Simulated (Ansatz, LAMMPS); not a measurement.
# Amorphous 96SiO2-4B2O3 (mol %) (86 atoms), relaxed: mesh and functional compared

Which bonds does the relaxation leave, and how do the Kohn-Sham gap, forces and pressure change with k-mesh and functional?

Calculated with Ansatz 0.2.0: Kohn-Sham DFT, PBE, PAW (set soft_2), plane waves; cutoff 420 eV, Γ point, fermi-dirac smearing of 0.025 eV.

**The cell**

Density at the start: 2.18 g/cm³. The cell holds 86 atoms: 27 Si, 2 B and 57 O. Its edges and angles: a = 10.879 Å, b = 10.879 Å, c = 10.879 Å, α = 90.0°, β = 90.0°, γ = 90.0°. 86 atoms (27 Si, 2 B, 57 O) placed at random at 2.18 g/cm³, melted at 4000 K for 10 ps at fixed volume with the Buckingham and Coulomb pair potential of Guillot and Sator (Geochim. Cosmochim. Acta 71, 1249 (2007)) with the boron terms of Wang et al. (J. Non-Cryst. Solids 498, 294 (2018)). Quenched from 4000 K to 300 K at 100 K/ps and fixed volume, held 5 ps, then minimised at fixed cell.

Cell and atoms were relaxed with PBE. The walk converged after 10 steps by the program's count, with a largest force component of 0.0313 eV/Å; it began at an r.m.s. force component of 0.68 eV/Å. The edges went from 10.879, 10.879, 10.879 to 10.426, 10.923, 11.007 Å, and the volume from 14.973 to 14.566 Å³ an atom (-2.7 %).

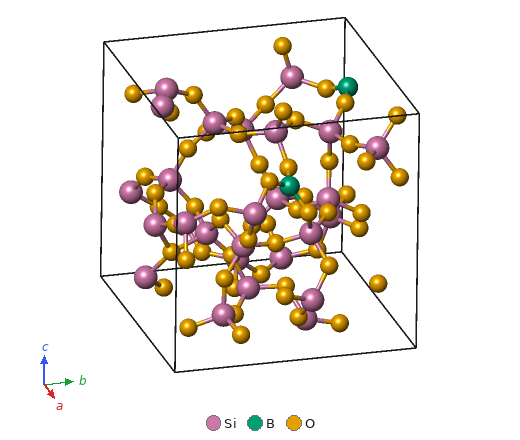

The relaxed cell. Bonds to atoms that aren't drawn are left out.

The input of the reference single point:

```yaml
crystal:
  lattice:
    - [10.42538, -0.10471, 0.00385]
    - [-0.10471, 10.92095, -0.15898]
    - [0.00385, -0.15898, 11.00593]
  atoms:
    - { symbol: Si, position: [0.49678, 0.7889, 0.73924] }
    - { symbol: Si, position: [0.6942, 0.63552, 0.03757] }
    - { symbol: Si, position: [0.2146, 0.88385, 0.25122] }
    - { symbol: Si, position: [0.37933, 0.1438, 0.93758] }
    [... 80 atom lines left out ...]
    - { symbol: O, position: [0.39423, 0.43287, 0.0665] }
    - { symbol: O, position: [0.8211, 0.97853, 0.65755] }
kpoints:
  mp_grid: { grid: [1, 1, 1] }
hamiltonian:
  xc: pbe
scf:
  occupations: { method: fermi_dirac, width: 0.025 }
output:
  forces: true
  stress: true
  populations: true
  dos:
    method: { smearing: { sigma: 0.08 } }
    de: 0.05
    projected: { site_lists: { B: [B], O: [O], Si: [Si] } }
  eigenvalues: true
  write_density: true
  write_potential: true
  volumetric_format: npy
```

**Bonds after relaxation**

Bonds by pair of elements; cutoffs follow the first minimum of g(r), held within bounds set by covalent radii, and pairs that aren't listed don't count as bonded:

| pair A-B | cutoff (Å) | bonds | mean length (Å) | spread (Å) | shortest (Å) | B about A | A about B |
| --- | --- | --- | --- | --- | --- | --- | --- |
| O-Si | 2.16 | 108 | 1.64 | 0.038 | 1.55 | 1.90 | 4 |
| O-B | 1.77 | 6 | 1.38 | 0.012 | 1.35 | 0.105 | 3 |

How many atoms have how many bonded neighbours:

```
element  mean  1   2  3   4
      B     3  0   0  2   0
      O     2  1  55  1   0
     Si     4  0   0  0  27
```

**Levels of theory**

Single points at the relaxed geometry:

```
functional  k-mesh  Kohn-Sham gap (eV)  pressure (GPa)  r.m.s. force component (eV/Å)  SCF cycles     time
       PBE   1×1×1               2.968           -0.02                          0.006           8     19 s
       PBE   2×2×2               2.971           -0.02                          0.008           8  2.8 min
     HSE06   1×1×1               4.625           -4.73                          0.202          16  4.3 min
    r2SCAN   1×1×1               3.590           -4.57                          0.168           9     47 s
    PBEsol   1×1×1               2.946           -2.42                          0.061           9     18 s
```

The gap is that between the highest filled and lowest empty Kohn-Sham level on the run's k-points. Cutoffs: 420 eV for PBE, HSE06 and PBEsol; 500 eV for r2SCAN. Times come from shared hosts and are rough.

**Findings**

By these cutoffs 100 % of B atoms have 3, 96 % of O atoms have 2 and 100 % of Si atoms have 4 neighbours. The Kohn-Sham gap is 2.97 eV with PBE on the 1×1×1 mesh and 2.97 eV on 2×2×2. On the 1×1×1 mesh HSE06 changes the gap by +1.66 eV against PBE. Carrying that shift over to the 2×2×2 mesh gives 2.97 + 1.66 = 4.63 eV, an estimate that takes the shift to be alike at all k-points. On the reference's mesh the gap changes with r2SCAN by +0.62 eV and PBEsol by -0.02 eV. Against the reference the pressure changes with HSE06 by -4.7 GPa, r2SCAN by -4.5 GPa and PBEsol by -2.4 GPa; a negative change means a smaller volume than PBE would take. The denser mesh moves the energy by -0.5 meV/atom and the pressure by +0.01 GPa.

Limits: All single points share the geometry relaxed with PBE. The volume changed by -2.7 % on relaxing; in so small a cell, on this mesh and at this cutoff, the relaxed density is rough. One sample; tail or defect levels can set the gap of a disordered cell. The quench rate of 100 K/ps is many orders above laboratory rates, so the cell is likely richer in defects and strain than a real sample. The network of bonds at the start is that of the classical potential that made the cell, and needn't be the one that DFT or experiment would give. In some runs the program notes that the exchange-correlation potential is rough where the density is thin, it cut back its work space to fit the memory limit, the exchange threshold is loose for the stress and the SCF threshold is loose for the stress.

[Logs are printed without paths, hosts, clocks, repeated set-up lines and the standing remarks that a program may print on its own settings, such as how far it seeks lower states.]

[Hosts, paths, dates, database ids (printed as entryN), source tags and the programs' standing remarks are cut or masked in the printed files.]
